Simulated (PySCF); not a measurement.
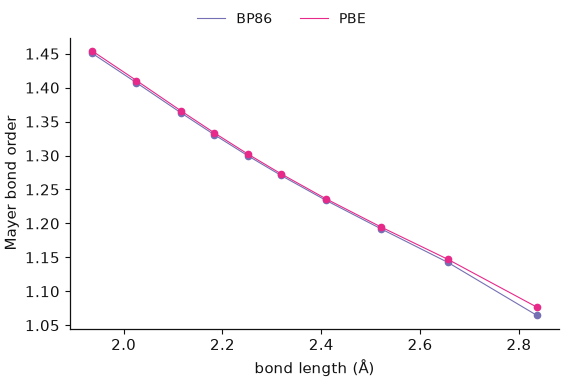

Bond curves of MgS⁺, doublet (excess alpha electrons: πx +1), pcseg-2 (non-relativistic), PySCF: Mayer bond order. One reference determinant with the occupation held, the lowest that a PBE0 search over spins and occupations found; no spin-orbit coupling. Straight lines join the computed points. References: UKS for PBE and BP86. Spin contamination grows along the curve for PBE and BP86.

### Order the curves at 2.84 Å, where they differ most.

BP86 1.06, PBE 1.08 , from lowest to highest.

### Give the values at the computed points.

```tsv
bond length (Å)	BP86	PBE
1.94	1.45	1.45
2.03	1.41	1.41
2.12	1.36	1.37
2.18	1.33	1.33
2.25	1.30	1.30
2.32	1.27	1.27
2.41	1.23	1.24
2.52	1.19	1.19
2.66	1.14	1.15
2.84	1.06	1.08
```

Caveats, for all or some of the runs: lowest determinant of a PBE0 search, another state may lie lower.
